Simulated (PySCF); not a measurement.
Molecule: Se(GeH3)(OSiH3), SMILES [SiH3]O[Se][GeH3] (H₆GeOSeSi). Atoms near the plane z = 0.8 Å, at the B3LYP/def2-SVP optimised geometry (x, y, z in Å): O6 (-1.1, -1.2, 1.3), Si7 (-0.5, -0.4, 0.0), H8 (-1.0, 1.1, 0.0), H10 (1.0, -0.4, 0.0).

Level of theory: B3LYP/def2-TZVP in PySCF. The values are rescaled to run from 0 to 1.

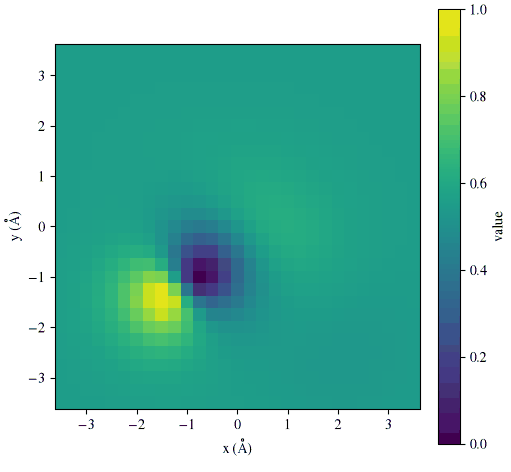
Figure: a field on the plane z = 0.8 Å.

Question: Which quantity is mapped?
(A) an orbital amplitude
(B) electron localisation function
(C) log10 of the electron density
(D) deformation density (molecule minus spherical neutral atoms)

Answer: A, an orbital amplitude. In full: HOMO amplitude (bohr^(-3/2)).
